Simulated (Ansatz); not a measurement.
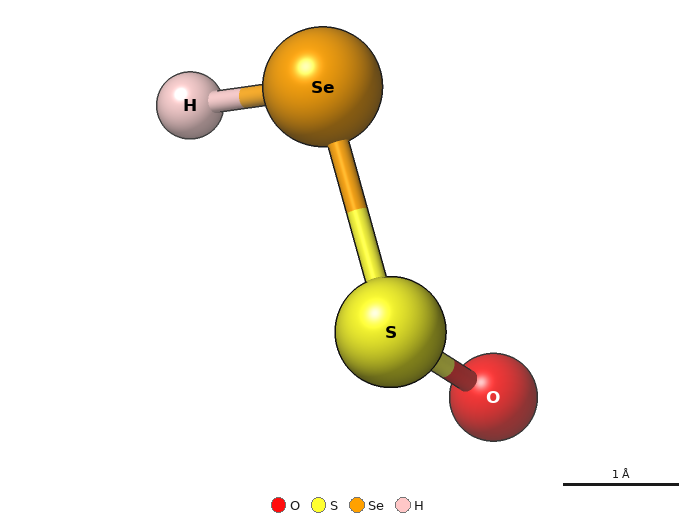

Depth is shown by fading: the farther an atom, the more it takes the colour of the background. The species has charge −1 and is a spin singlet. The geometry was computed by an optimisation with PBE0-D4/def2-TZVPD. No frequency run is at hand to confirm it as a minimum. Masses are those of the most abundant isotopes; constants are for the rigid equilibrium geometry.

Classify the rotor and give the rotational constants (GHz).

An asymmetric top (C1): A = 26.6, B = 2.52, C = 2.35 GHz. Ray's parameter κ is −0.99, close to the prolate limit.
